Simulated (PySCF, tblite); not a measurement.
# C5H8Al2Cl2: geometry, infrared bands and NMR shifts

What infrared bands and NMR shifts should C5H8Al2Cl2 (`C#C/C=[CH]/[Al@H-]1[Cl+][Al@@H-]([CH3])[Cl+]1`) show?

Programs: tblite 0.8.0 and PySCF 2.14.0, with density-fitted response routines of our own. Each step states its level of theory. These are calculated values for one molecule in the gas phase, unless marked as measured. Atoms count from 0, in the outputs and in this text.

### 1 The starting structure

17 atoms, charge 0, multiplicity 1; geometry from: force field or distance geometry start.

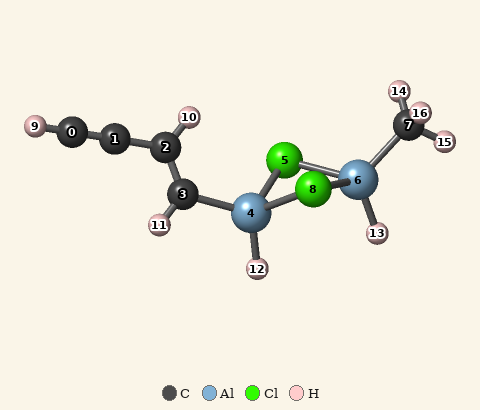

The starting geometry (carbon dark grey, aluminium light blue, chlorine green, hydrogen pink), atoms numbered.

### 2 Relaxing the molecule with GFN2-xTB

What the job is given:

```
{"job": {"kind": "relax", "xc": "GFN2-xTB", "basis": "xTB"}, "charge": 0, "multiplicity": 1}
C      4.624000     1.209800    -2.290200
C      3.602300     0.989100    -1.681500
C      2.389200     0.711000    -0.942400
C      1.817800    -0.466300    -1.120800
Al     0.156000    -1.012300    -0.202200
Cl    -0.238500     0.028300     1.720600
Al    -2.386700    -0.167100     1.174000
C     -3.546700     1.300200     1.793100
Cl    -1.672600    -0.019900    -0.933600
H      5.503700     1.407500    -2.848900
H      1.930900     1.431500    -0.301100
H      2.268200    -1.205200    -1.766400
H     -0.019700    -2.571400     0.052500
H     -2.886500    -1.661000     1.539800
H     -3.090100     2.014200     2.490500
H     -4.413300     0.807000     2.348700
H     -4.044900     1.866000     0.957700
```

Command:

```console
$ OMP_NUM_THREADS=1 python probes_run.py task.json out
```

One launch serves the whole session: the jobs run in the order shown.

**Question.** This job is followed by: GFN2-xTB harmonic vibrations, gas phase; GIAO PBE0/pcSseg-1 NMR shielding, non-relativistic, gas phase. Predict these results of the whole session: strongest single infrared mode (GFN2-xTB); zero-point energy (GFN2-xTB); ¹³C shifts against TMS (PBE0/pcSseg-1); ¹H shifts against TMS (PBE0/pcSseg-1, means over atoms taken as alike); ²⁷Al shifts against AlH4- (PBE0/pcSseg-1); ³⁵Cl shifts against HCl (PBE0/pcSseg-1, means over atoms taken as alike).

**Answer**, as computed:

```
                                                                quantity                                   value
                               strongest single infrared mode (GFN2-xTB)                    630 cm⁻¹, 342 km/mol
                                            zero-point energy (GFN2-xTB)                           63.2 kcal/mol
                                  ¹³C shifts against TMS (PBE0/pcSseg-1)      161.7, 142.9, 93.8, 87.7, -7.1 ppm
  ¹H shifts against TMS (PBE0/pcSseg-1, means over atoms taken as alike)  7.41, 6.52, 4.69, 4.65, 3.15, 0.08 ppm
                               ²⁷Al shifts against AlH4- (PBE0/pcSseg-1)                          87.2, 66.3 ppm
³⁵Cl shifts against HCl (PBE0/pcSseg-1, means over atoms taken as alike)                                  43 ppm
```

**Reading.** The optimisation took 188 steps and gained 0.490 eV; among the close pairs (by a distance rule), Al6–H13 changed most, from 1.617 to 1.541 Å. No mode is imaginary among the 45: a minimum at this level. Unscaled tight-binding wavenumbers are off by several per cent, some by more. Its intensities can rank the bands wrongly. At PBE0/pcSseg-1: The widest tensor belongs to C1: span 307 ppm, with a paramagnetic part of -150 ppm.
